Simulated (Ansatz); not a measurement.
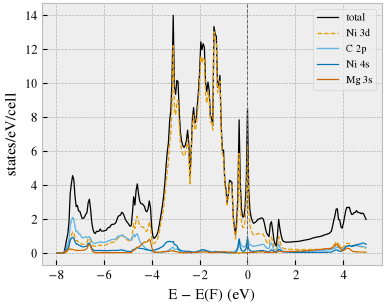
Figure. Total and projected density of states of MgNi$_{3}$C (anti-perovskite, Pm-3m), r²SCAN in the plane-wave PAW code Ansatz

Which orbitals carry the states next to the Fermi level?

Within 0.5 eV of the Fermi level: Ni 3d 70 %, C 2p 16 %, Ni 4s 7 %, outside the projected shells 6 %. Projections are on Löwdin-orthogonalised atomic valence shells; empty p or d shells of many metals are not among them.

Where is the tallest occupied peak in this window, and what makes it?

Near -3.1 eV, about 14 states/eV per cell; the largest projected share is Ni 3d.

The workflow started from a Materials Project entry (that database holds measured and hypothetical structures alike); the Crystallography Open Database files this formula in space group No. 221, but the cells were not matched. Its standing as an ambient phase is unchecked. The r²SCAN relaxation kept the symmetry of its start; whether a distortion lowers the energy is not shown. Magnetic state: ferromagnetic, the only order run, not a proven ground state. Other orbital occupations within this spin state were not tried.

Potentials: the later of the program's two PAW sets.
